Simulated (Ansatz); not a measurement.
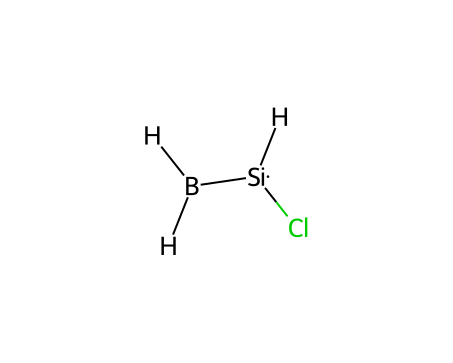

Structural formula above. The species is neutral and a spin doublet. Computed geometry: PBE0-D4/def2-TZVP optimisation. No frequency run is at hand to confirm it as a minimum.

What does the molecule look like in three dimensions?

It has 6 atoms: 1 boron, 1 chlorine, 3 hydrogen and 1 silicon (BClH3Si). Its SMILES string is `B[SiH]Cl`. It has no ring. Among its groups: Si–H bond, B–H bond. This geometry has Cs symmetry. It is an open-shell species. All atoms lie on one plane. Coordination: 1 B trigonal planar; 1 Si trigonal planar.

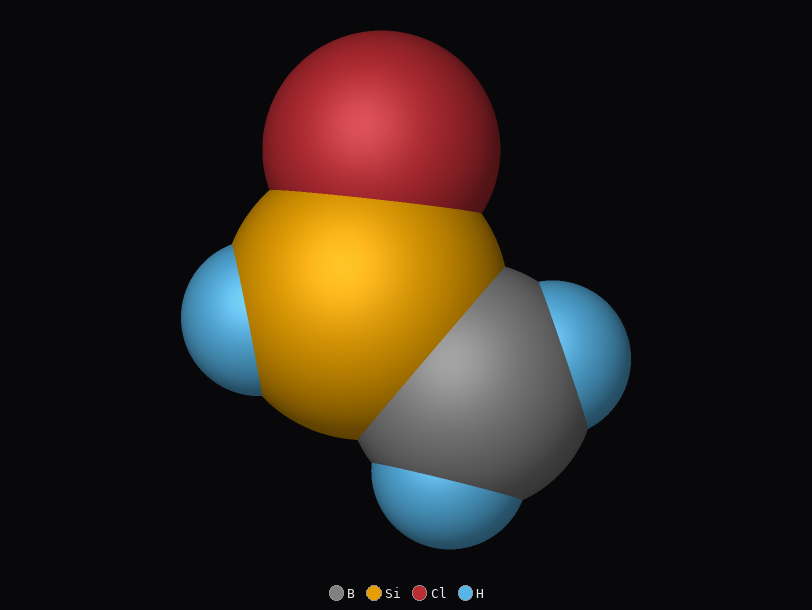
